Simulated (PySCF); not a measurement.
## Electronic structure of C4H13MoN (Mo(NH)Me4) in real space

Input file:

```
{"job": {"kind": "uv", "xc": "B3LYP", "basis": "def2-SVPD", "ip": false, "nstates": 10}, "charge": 0, "multiplicity": 1}
Mo     0.213422     0.150046     0.419541
N      0.008527    -0.047644     2.093561
H     -0.054644    -0.262826     3.083326
C      2.135940    -0.256982    -0.385506
H      2.714993    -1.038340     0.127307
H      2.668796     0.706564    -0.232146
H      2.118686    -0.476413    -1.466115
C     -0.227877     2.145210    -0.087290
H      0.781211     2.563829     0.139969
H     -0.957083     2.670332     0.542804
H     -0.463963     2.319236    -1.148345
C     -1.837408     0.062171    -0.347353
H     -1.740908     0.079763    -1.447520
H     -2.433386     0.934567    -0.045243
H     -2.374483    -0.851557    -0.066900
C     -0.128680    -1.906541    -0.187036
H      0.753939    -2.488450     0.121907
H     -0.214454    -1.952620    -1.284815
H     -1.025375    -2.356896     0.254452
```

Command:

```sh
OMP_NUM_THREADS=1 python probes_run.py task.json out
```

Geometry: PBE0-D3(BJ)/def2-SVP; core potentials replace the inner electrons of Mo.

The calculation used PySCF, B3LYP/def2-SVPD, SCF density, gas phase, scalar-relativistic core potentials on the heavy atoms.

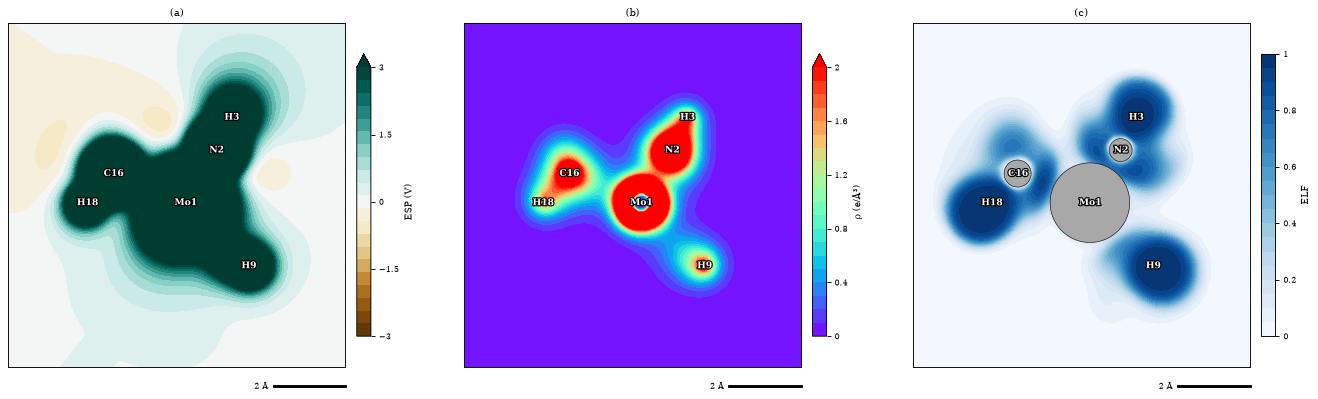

Figure 1. (a) electrostatic potential; (b) electron density; (c) electron localisation function on the plane of atoms N2, Mo1 and C16. Grey discs cover the atomic cores in the ELF map.

What do the fields say about this system?

Atoms in the plane: Mo, N, H and C.
Mo–N (1.70 Å): the density is about 1.8 e/Å³ at the midpoint; the ELF peaks at about 0.75 in the valence shell of N, 0.5 Å from its nucleus, and drops to about 0.35 between the two atoms.
N–H (1.01 Å): ρ at the midpoint is about 2.8 e/Å³; the ELF climbs to about 1 towards the hydrogen, as it does in any bond to H (an ordinary covalent bond to hydrogen).
C–Mo (2.17 Å): the density is about 0.8 e/Å³ at the midpoint; the ELF peaks at about 0.90 in the valence shell of C, 0.7 Å from its nucleus, and is about 0.55 at the midpoint.
C–H (1.10 Å): ρ is about 1.9 e/Å³ halfway; the ELF climbs to about 1 towards the hydrogen (an ordinary covalent bond to hydrogen).
Outside the dense part of the molecule the potential is most negative (−0.6 V) near N2.

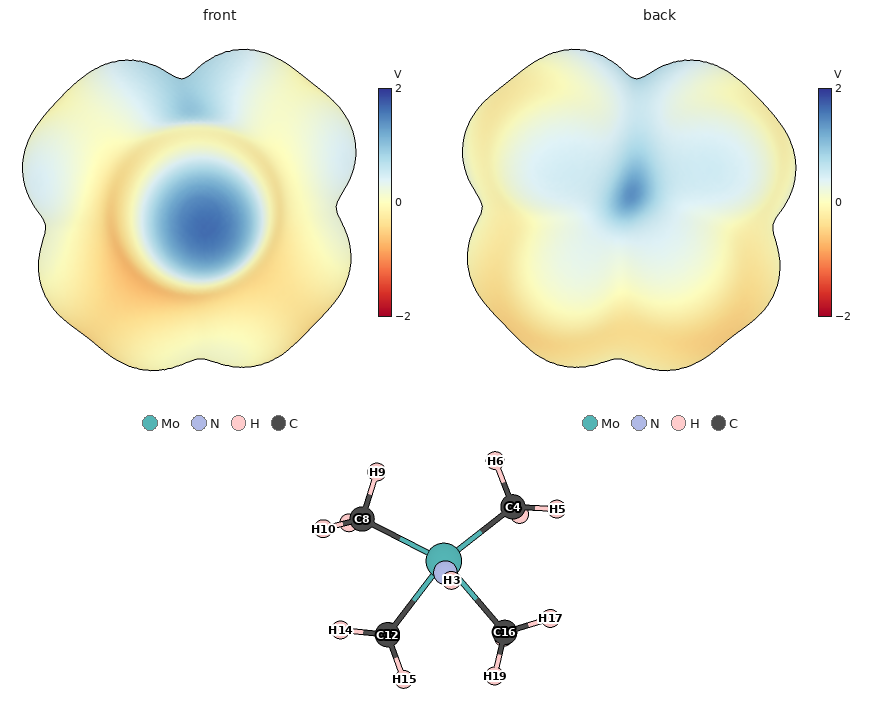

Figure 2. The electrostatic potential painted on the density surface at 0.001 e/bohr³, seen from the front and from behind; the colour scale runs from red (negative) to blue (positive). The bare structure is drawn below in the same view.

Describe the electrostatic potential map.

The most negative region (about −0.7 V, or −16 kcal/mol for a unit charge) lies over Mo1, N2 and C12, the most positive (about +1.6 V, or +37 kcal/mol for a unit charge) over H3.
